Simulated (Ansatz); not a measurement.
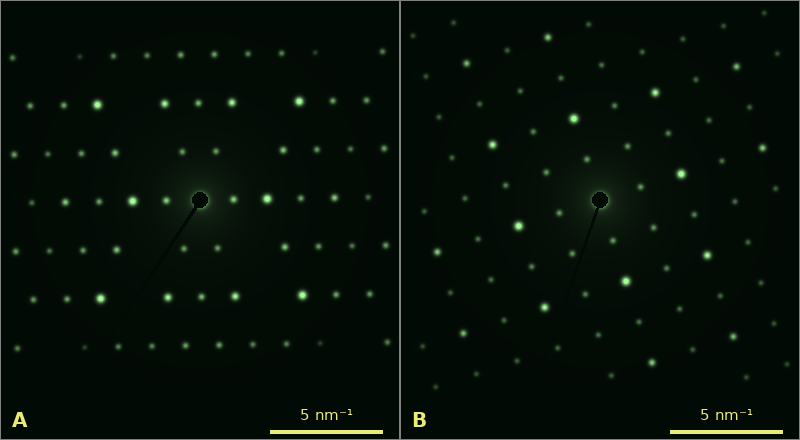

Kinematic electron diffraction patterns (300 kV, B = 0.5 Å², same scale, each along a low-index zone) of two structures of composition K3Os, each relaxed at zero pressure with Ansatz, DFT PBE, scalar-relativistic, plane waves, PAW.

The structures (standard cells):
1. P6_3/mmc (No. 194), a = 7.628 Å, c = 5.740 Å (hexagonal axes), 8 atoms; generated start, possibly hypothetical
2. Pm-3m (No. 221), a = 5.206 Å, 4 atoms; generated start, possibly hypothetical

Which pattern belongs to which structure, and along which zone?

A is structure 1 along [101] or an equivalent direction: centred rectangular net of 0 1 0 at d = 6.61 Å and 1 0 -1 at d = 4.33 Å, 70.9° apart (some points of this net are extinct or too weak to see). B is structure 2 along [001] or an equivalent direction: square net of 1 0 0 at d = 5.21 Å and 0 1 0 at d = 5.21 Å, 90.0° apart.

Rank the structures by their computed energy.

Structure 1 (P6_3/mmc, 36.16 Å³ an atom) is the lowest of these; structure 2 (Pm-3m, 35.28 Å³ an atom) lies about 63 meV an atom higher. These are static energies at 0 K; other structures, not shown, may lie lower still.
